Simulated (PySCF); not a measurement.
## Electronic structure of C2H8S2Si (Si(SH)2Me2) in real space

```xyz
13

Si    0.2077   -0.0035    0.1543
S     0.1525    0.0490    2.3094
H     0.9434   -1.0352    2.4652
S     2.2395   -0.0455   -0.5648
H     2.6204    1.0557    0.1191
C    -0.6964    1.5412   -0.3866
H    -0.1973    2.4471   -0.0118
H    -1.7310    1.5340   -0.0084
H    -0.7237    1.5901   -1.4860
C    -0.5728   -1.5566   -0.5344
H    -1.6282   -1.6159   -0.2278
H    -0.0561   -2.4576   -0.1710
H    -0.5274   -1.5547   -1.6351
```

Geometry: PBE0-D3(BJ)/def2-SVP.

The calculation used PySCF, PBE0/pcSseg-1, SCF density, gas phase, non-relativistic.

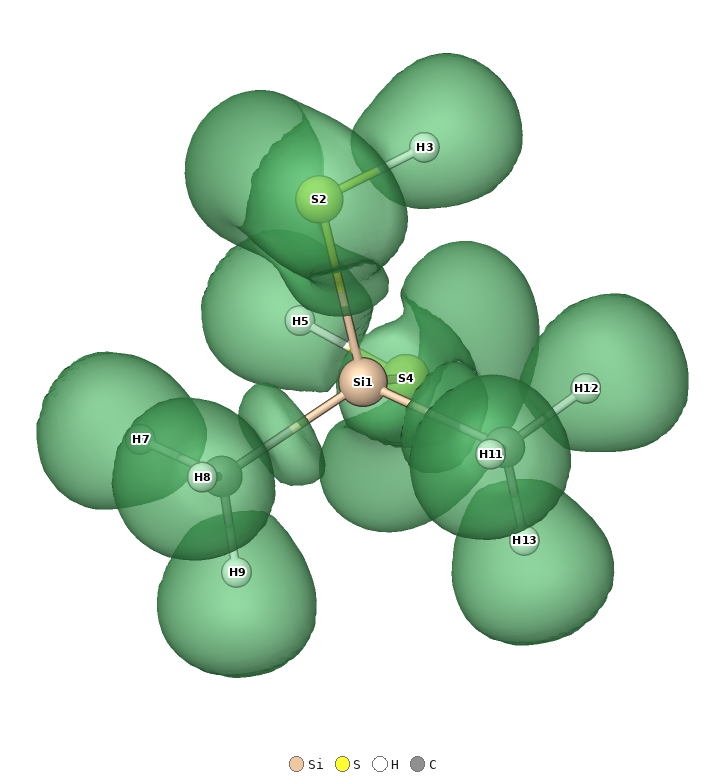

Figure 1. Isosurface of the electron localisation function at 0.8 (green), seen at a tilt. Core shells and regions of very low density are left out.

Question: Identify the bonds, lone pairs and shells in this picture.

Answer: The surface consists of two regions between bonded C–Si atoms (shared pairs), eight regions around hydrogen nuclei and two regions on S in which the atom's valence shell and bonds are merged. Along the contacts the grid gives the following. C–Si (1.87 Å): the ELF peaks at about 0.95 between the atoms, as expected for a shared electron pair. Si–S (2.16 Å): the ELF peaks at about 0.95 between the atoms; a covalent bond.

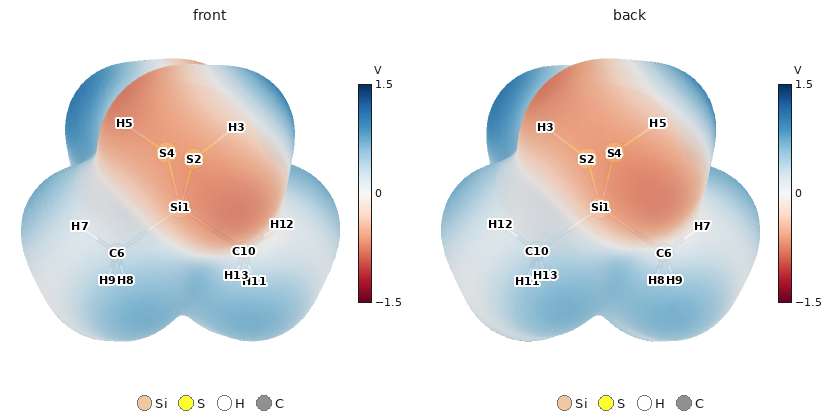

Figure 2. The electrostatic potential painted on the density surface at 0.001 e/bohr³, seen from the front and from behind; the colour scale runs from red (negative) to blue (positive).

Question: Where is the surface potential most negative and most positive?

Answer: The most negative region (about −0.8 V) lies over S2 and S4, the most positive (about +1.0 V) over H3 and H5.

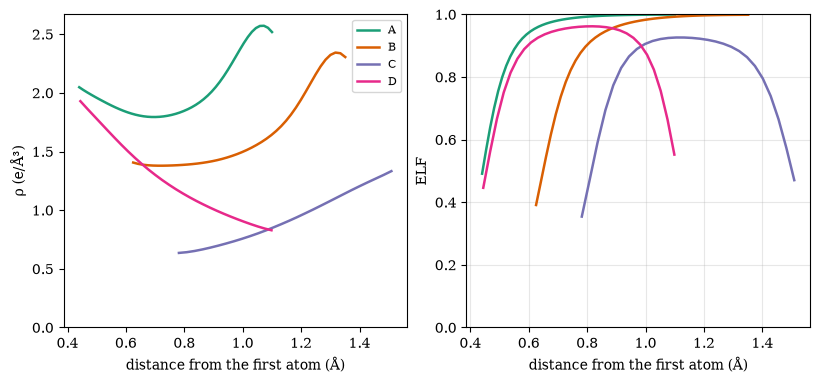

Figure 3. Electron density and ELF along straight lines between neighbouring atoms. The curves leave out the atomic cores.

Question: Which curve belongs to which contact (C–H, C–Si, Si–S and S–H)? The first atom named is at distance zero.

Answer: Curve A: C–H (1.10 Å): ρ at the midpoint is about 1.9 e/Å³; the ELF climbs to about 1 towards the hydrogen, as it does in any bond to H; an ordinary covalent bond to hydrogen. Curve B: S–H (1.35 Å): ρ is about 1.4 e/Å³ halfway; the ELF climbs to about 1 towards the hydrogen. Curve C: Si–S (2.16 Å): ρ at the midpoint is about 0.83 e/Å³; the ELF peaks at about 0.95 between the atoms; a shared electron pair. Curve D: C–Si (1.87 Å): ρ is about 0.97 e/Å³ halfway; the ELF peaks at about 0.95 between the atoms (localised, covalent bonding).
